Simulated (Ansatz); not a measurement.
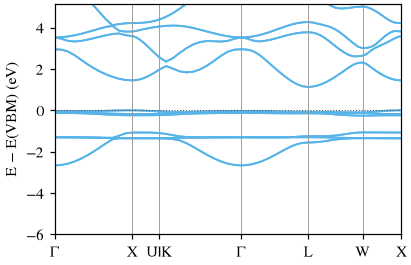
Figure: Band structure from plane-wave PAW r²SCAN with spin–orbit coupling (Ansatz code)

**Question.** Read off the gap and where the band edges lie.

**Answer.** About 1.1 eV (1.13 eV by a search for the band edges); maximum at X, minimum at L.

The material is K₂Pt (fluorite or antifluorite type, Fm-3m).

The workflow started from a Materials Project entry (that database holds measured and hypothetical structures alike); the Crystallography Open Database copy checked does not list it. Whether it is the stable phase at ambient conditions was not checked. The cell was relaxed with r²SCAN under the symmetry of its start; its stability against distortions is not shown here. No spin polarisation was allowed.

Potentials: the later of the program's two PAW sets.
